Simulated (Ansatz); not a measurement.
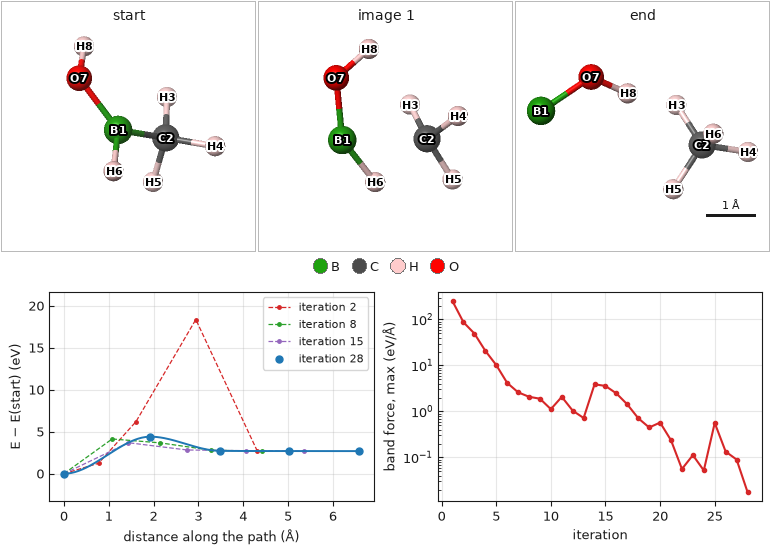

A nudged-elastic-band calculation for CH$_{5}$BO. Images are numbered from 0 (start) to 4 (end). The plot follows the band through its iterations. The picture is a ball-and-stick view, seen from a free direction.

Theory: RKS PBE0-D4/def2-SVP in Ansatz.

Input
```yaml
crystal:
  periodic: [false, false, false]
  atoms:
    - { symbol: B, position_ang: [0.433122, -0.040881, -0.051956] }
    - { symbol: C, position_ang: [0.706239, -0.059878, 1.494866] }
    - { symbol: H, position_ang: [-0.156246, -0.338564, 2.122136] }
    - { symbol: H, position_ang: [1.537032, -0.750519, 1.719044] }
    - { symbol: H, position_ang: [1.058853, 0.935925, 1.815469] }
    - { symbol: H, position_ang: [1.314278, 0.22485, -0.843608] }
    - { symbol: O, position_ang: [-0.769173, -0.30515, -0.610189] }
    - { symbol: H, position_ang: [-1.447005, -0.512482, 0.043039] }
basis:
  gaussian: { orbitals: def2-SVP }
hamiltonian:
  xc: pbe0
  dispersion: d4
neb:
  order_check: false
  images: 3
  f_tol: 0.05
  max_iterations: 60
  climbing: true
  final_atoms:
    - { symbol: B, position_ang: [-1.54078239, 0.86175034, -1.1751916] }
    - { symbol: C, position_ang: [1.1371893, -0.21261896, 1.52522675] }
    - { symbol: H, position_ang: [0.16488422, -0.64982951, 1.79769178] }
    - { symbol: H, position_ang: [1.88112454, -0.56514332, 2.25100745] }
    - { symbol: H, position_ang: [1.07778542, 0.88269428, 1.56119999] }
    - { symbol: H, position_ang: [1.45900039, -0.5375656, 0.52424526] }
    - { symbol: O, position_ang: [-1.09111995, -0.26894596, -0.74142255] }
    - { symbol: H, position_ang: [-0.41098153, -0.35704026, -0.05395609] }
  initial_path:
    images:
      - { positions_ang: [[0.433122, -0.040881, -0.051956], [0.706239, -0.059878, 1.494866], [-0.156246, -0.338564, 2.122136], [1.537032, -0.750519, 1.719044], [1.058853, 0.935925, 1.815469], [1.314278, 0.22485, -0.843608], [-0.769173, -0.30515, -0.610189], [-1.447005, -0.512482, 0.043039]] }
      - { positions_ang: [[0.21726547, -0.02566983, -0.02704702], [0.88241391, -0.02461754, 1.47472643], [-0.04909025, -0.31539536, 1.97497476], [1.6809954, -0.72294161, 1.77810983], [1.17475935, 0.98607677, 1.81280644], [1.35258017, 0.10638463, -0.44196514], [-0.99377227, -0.16266009, -0.65977046], [-1.58805179, -0.68787596, -0.22303385]] }
      - { positions_ang: [[0.00140894, -0.01045867, -0.00213804], [1.05858882, 0.01064291, 1.45458687], [0.0580655, -0.29222672, 1.82781352], [1.82495881, -0.69536422, 1.83717566], [1.2906657, 1.03622853, 1.81014389], [1.39088234, -0.01208074, -0.04032229], [-1.21837153, -0.02017018, -0.70935192], [-1.72909858, -0.86326991, -0.48910669]] }
      - { positions_ang: [[-0.76968672, 0.42564583, -0.58866482], [1.09788906, -0.10098803, 1.48990681], [0.11147486, -0.47102811, 1.81275265], [1.85304167, -0.63025377, 2.04409156], [1.18422556, 0.95946141, 1.68567194], [1.42494137, -0.27482317, 0.24196149], [-1.15474574, -0.14455807, -0.72538724], [-1.07004006, -0.61015509, -0.27153139]] }
      - { positions_ang: [[-1.54078239, 0.86175034, -1.1751916], [1.1371893, -0.21261896, 1.52522675], [0.16488422, -0.64982951, 1.79769178], [1.88112454, -0.56514332, 2.25100745], [1.07778542, 0.88269428, 1.56119999], [1.45900039, -0.5375656, 0.52424526], [-1.09111995, -0.26894596, -0.74142255], [-0.41098153, -0.35704026, -0.05395609]] }
```

Launched with:
```bash
ansatz run input.yaml --threads 1 --pin off --max-ram 2048MiB --backend cpu --events-out ev --progress --plain --runs-dir out
```

**Did the band converge, and can the barrier be trusted?**

The run is converged, with reservations. The band converged in 28 iterations. The largest component of the band force went from 250 to 0.018 eV/Å. The climbing image converged on the top of the path. Its curvatures weren't checked. So few images resolve the path coarsely. The first iteration put the highest image at 55.09 eV. Forward barrier 4.41 eV, backward barrier 1.72 eV, with image 1 at the top; the reaction energy is +2.69 eV.

Cost: 110 s on 1 thread of Arm Neoverse V2, with other jobs on the host, peak memory 0.12 GiB.
